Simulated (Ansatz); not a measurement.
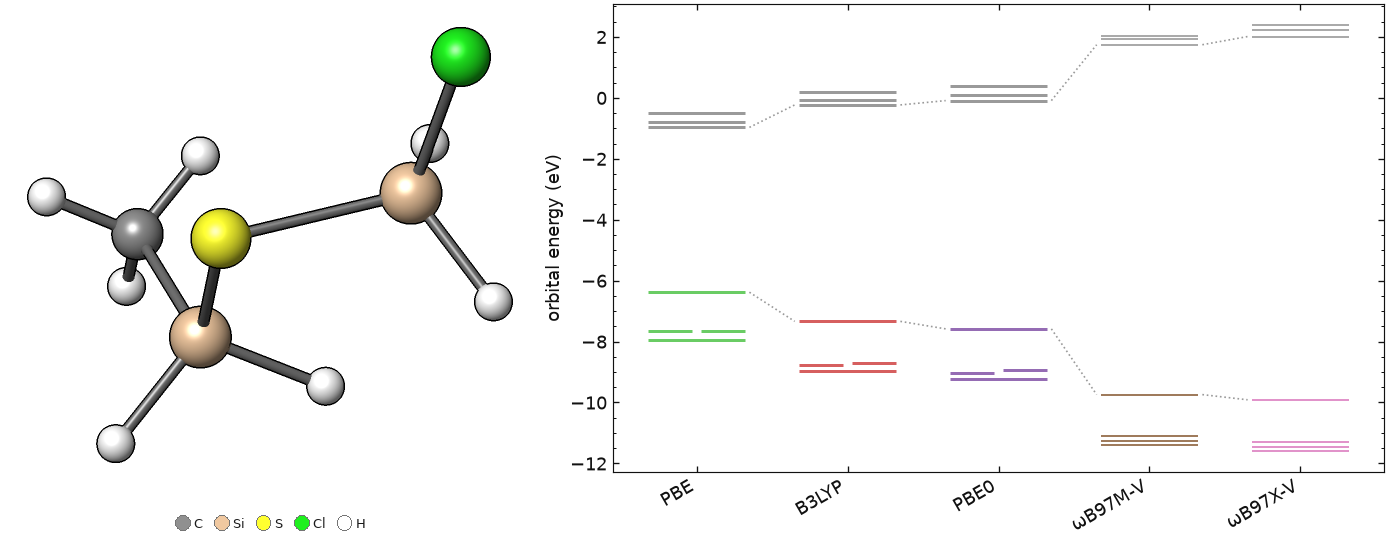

Frontier orbital energies of CH₇ClSSi₂, SMILES C[SiH2]S[SiH2]Cl at one geometry, def2-TZVPP, the Ansatz code 0.2.0, at a PBE0-D4/def2-TZVP geometry (no frequency check). Empty levels are grey, levels within 0.1 eV stand side by side; all columns show the same few orbitals around the gap. Dotted lines join the HOMOs and the LUMOs.

Question: Compare the HOMO-LUMO separations.

Answer: The separation grows from 5.41 eV (PBE) to 11.92 eV (ωB97X-V).

```
  level  HOMO (eV)  LUMO (eV)  separation (eV)
    PBE      −6.38      −0.97             5.41
  B3LYP      −7.34      −0.23             7.10
   PBE0      −7.58      −0.09             7.49
ωB97M-V      −9.74       1.74            11.48
ωB97X-V      −9.91       2.01            11.92
```

Caveats, for all or some of the runs: empty levels above zero depend strongly on the basis; one conformer of a flexible molecule.
